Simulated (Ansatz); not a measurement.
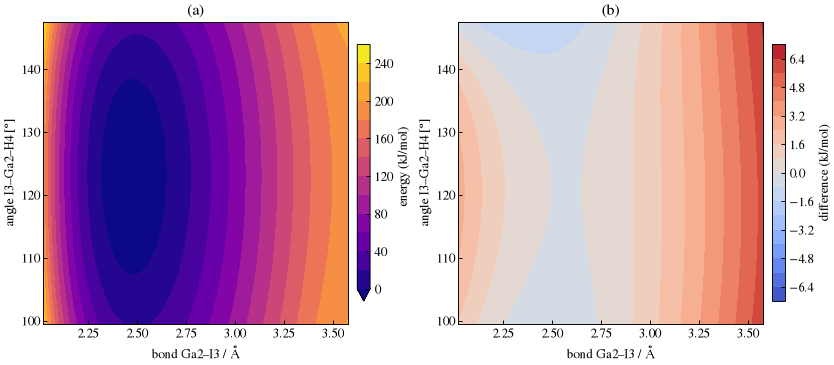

ClGaHI, SMILES [Cl][GaH][I]. Two internal coordinates are moved rigidly from the geometry relaxed at PBE0-D4/def2-TZVP, all others fixed. First axis: bond Ga2–I3. Second axis: angle I3–Ga2–H4. The grid has 5 × 5 points. Points are written as (first, second). Energies are in kJ/mol, from each map's own lowest point. The calculation used RKS r2SCAN-D4/def2-TZVPP (Ansatz 0.2.0).

Panel (a): RKS r2SCAN-D4/def2-TZVPP in Ansatz. Panel (b): the map at RKS PBE0-D4/def2-TZVPP (Ansatz) less the map of (a), each from its own lowest point.

How does the change of method alter the landscape?

Answer. The difference runs from −1.4 kJ/mol at (2.281 Å, 147.5°) to 6 kJ/mol at (3.579 Å, 147.5°). The interpolated minimum moves from 2.4625 to 2.4638 Å in bond Ga2–I3 and 123.55 to 123.60° in angle I3–Ga2–H4.
